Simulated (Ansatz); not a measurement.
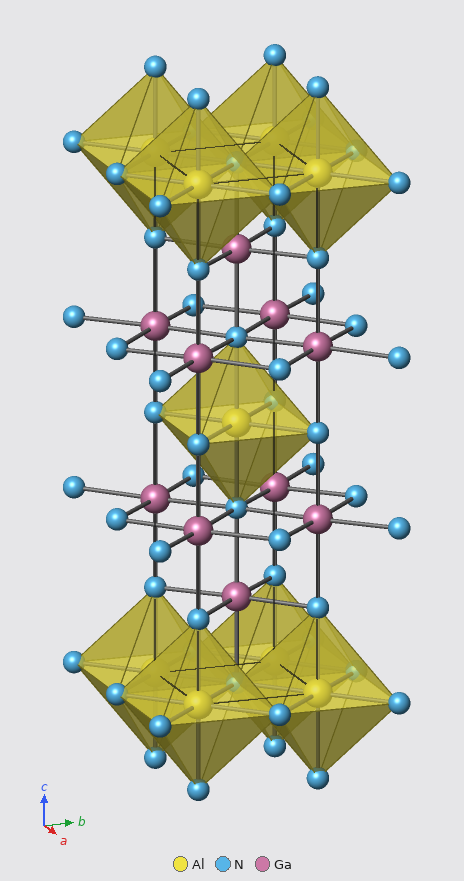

Crystal structure, polyhedral style, seen slightly off an axis. The lines enclose the conventional unit cell; boundary atoms appear with their images. Some atoms of the next cells are drawn as well.

AlGa₂N₃, space group I4/mmm (No. 139), a = 2.941 Å, b = 2.941 Å, c = 12.506 Å, α = 90.00°, β = 90.00°, γ = 90.00°. The initial geometry was a structure type filled with these elements by a generator (whether the compound takes this form wasn't checked). Earlier steps of the study, as a rule a relaxation of our own, may have changed the cell and positions, so they can lie some per cent off the listed ones. A calculation with Ansatz used it as input.

This one geometry was computed with Ansatz (DFT, plane waves, PAW) at five levels of theory: PBE with spin-orbit coupling, r2SCAN, PBE, PBE0 and HSE06. It was relaxed beforehand with r2SCAN.

Which level gives the highest pressure at this volume, and what does that say about its equilibrium volume?

Answer. Highest: PBE with spin-orbit coupling (7.7 GPa) and PBE (7.7 GPa), which points to the largest equilibrium volume. Lowest, with the smallest volume: PBE0 (-1.6 GPa) and HSE06 (-1.5 GPa). Levels within 0.5 GPa of each other can't be told apart.

How does the band gap change with the level of theory?

Answer. PBE with spin-orbit coupling: a gap of 1.39 eV, indirect; PBE: a gap of 1.40 eV, indirect; r2SCAN: a gap of 1.95 eV, indirect; HSE06: a gap of 2.67 eV, indirect; PBE0: a gap of 3.38 eV, indirect.

Collect the results in a table.

Answer.
| level | cutoff (eV) | k-mesh of the run's cell | gap (eV) | pressure (GPa) |
| --- | --- | --- | --- | --- |
| PBE with spin-orbit coupling | 420 | 12×12×12 | 1.39 | 7.7 |
| r2SCAN | 500 | 12×12×12 | 1.95 | 0.0 |
| PBE | 420 | 12×12×12 | 1.40 | 7.7 |
| PBE0 | 420 | 8×8×8 | 3.38 | -1.6 |
| HSE06 | 420 | 8×8×8 | 2.67 | -1.5 |

Gaps are taken on the k-mesh or band path of each run.
